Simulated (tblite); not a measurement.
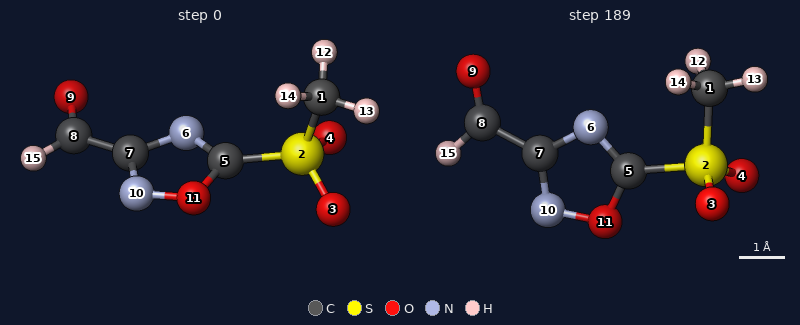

The structure of C4H4N2O4S before (left) and after (right) a relaxation, at one scale.

A ball-and-stick model, seen at a tilt.

These are results of tblite, GFN2-xTB geometry optimisation, gas phase, not measurements. 

**Summarise the run.**

O9 moves most after the best rigid fit: 1.70 Å. By element the largest moves are O 1.70 Å, N 1.30 Å, H 0.99 Å, C 0.56 Å, S 0.44 Å. Some distances before and after: S2–O4 1.518 → 1.429 Å, S2–C5 1.735 → 1.820 Å, C8–O9 1.272 → 1.195 Å, S2–O3 1.487 → 1.429 Å. Among the angles between lasting bonds that change: O3–S2–O4 105.7° → 119.2°, C1–S2–C5 110.8° → 101.0°, O3–S2–C5 114.2° → 106.6°. Groups turn about S2–C5 by about 90°, C1–S2 by about 30°. After 189 geometry steps the energy has fallen by 1.466 eV.
